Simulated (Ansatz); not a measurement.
## Electronic structure of B2GaH6O2 (SMILES B[O+]1B[OH+][GaH2-]1) (charge +1) in real space

```yaml
atoms:
  - { symbol: B, position_ang: [-1.4812, -1.9132, -1.6173] }
  - { symbol: B, position_ang: [0.7695, -0.7932, -1.4037] }
  - { symbol: Ga, position_ang: [-0.9006, 1.1489, -0.4732] }
  - { symbol: O, position_ang: [-0.6171, -0.8557, -1.2890] }
  - { symbol: O, position_ang: [1.1466, 0.4437, -0.9558] }
  - { symbol: H, position_ang: [-0.9918, -2.9117, -2.0586] }
  - { symbol: H, position_ang: [-2.6443, -1.7129, -1.4216] }
  - { symbol: H, position_ang: [-0.9916, 0.8967, 1.0413] }
  - { symbol: H, position_ang: [-1.2683, 1.9791, -1.7147] }
  - { symbol: H, position_ang: [1.4798, -1.6557, -1.8140] }
  - { symbol: H, position_ang: [2.0789, 0.7135, -0.9435] }
```

Geometry: B3LYP-D3(BJ)/def2-SVP.

Computed with isolated molecule in a Gaussian basis; Kohn-Sham density functional theory, functional PBE0 in Ansatz.

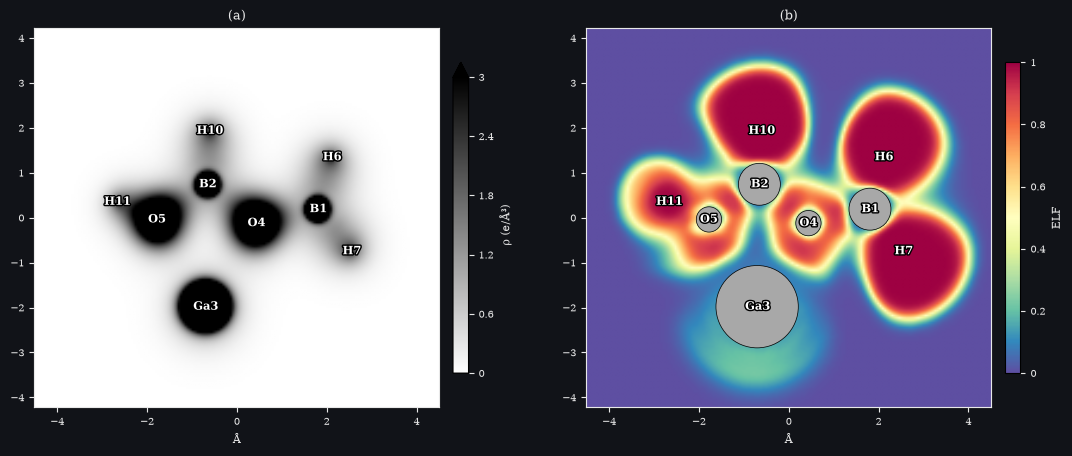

Figure 1. (a) electron density; (b) electron localisation function on the plane of atoms B2, O4 and Ga3. Grey discs cover the atomic cores in the ELF map.

**Read the bonding off the picture.**

The section cuts through B, Ga, O and H sites.
B–O (1.37 Å): the density is about 2.1 e/Å³ at the midpoint; the ELF peaks at about 0.90 between the atoms (a short, strongly polar bond).
Ga–O (2.18 Å): ρ at the midpoint is about 0.35 e/Å³; the ELF peaks at about 0.90 in the valence shell of O, 0.6 Å from its nucleus, and is about 0.20 at the midpoint.
O–H (0.97 Å): ρ is about 3.7 e/Å³ halfway; the ELF climbs to about 1 towards the hydrogen, as it does in any bond to H; a covalent bond by its length.
B–H (1.19 Å): ρ is about 1.3 e/Å³ halfway; the ELF climbs to about 1 towards the hydrogen (an ordinary covalent bond to hydrogen).

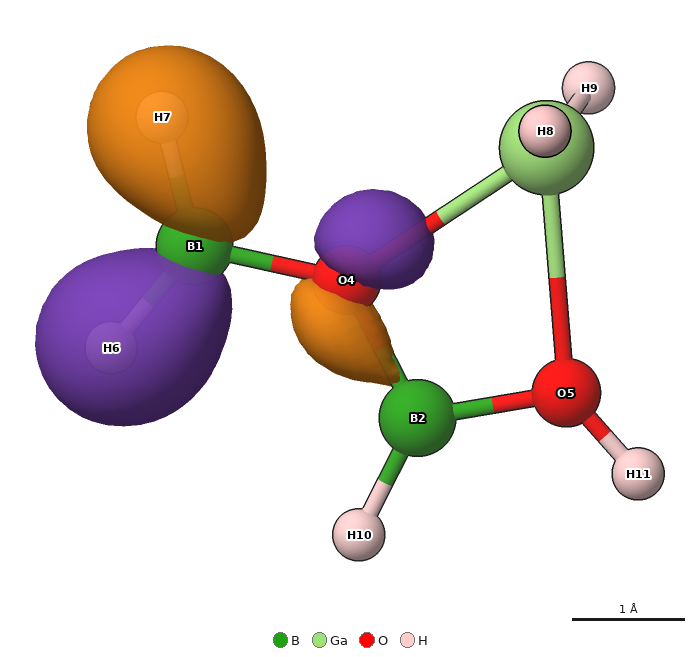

Figure 2. The HOMO at ±0.2 Å⁻³ᐟ² (orange and purple are the two phases), seen at a tilt.

**What is the character of this orbital?**

It lies mainly on B1 (about 30 %), H6 (about 25 %), H7 (about 20 %) and O4 (about 15 %). Its energy is −14.11 eV.

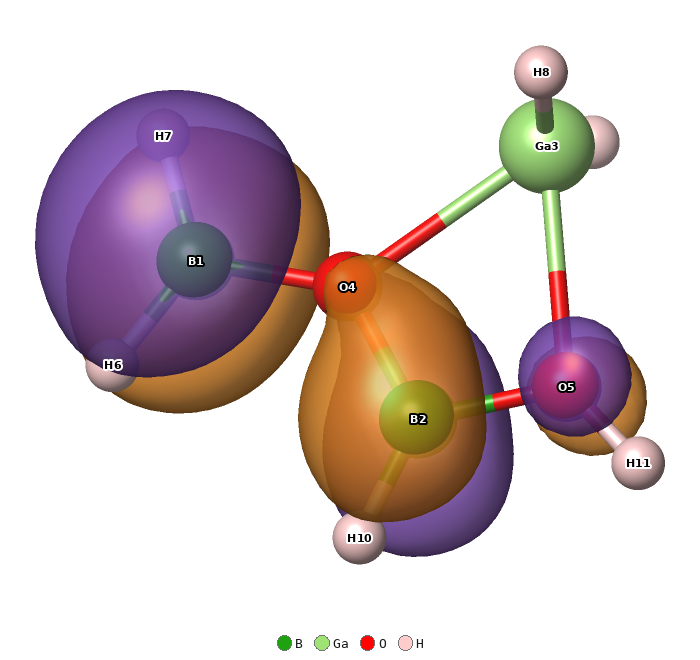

Figure 3. The LUMO at ±0.1 Å⁻³ᐟ² (orange and purple are the two phases), seen at a tilt.

**Where does this orbital lie, and at what energy?**

It lies mainly on B1 (about 50 %), B2 (about 20 %), O4 (about 10 %) and H7 (about 5 %). Its energy is −5.98 eV.
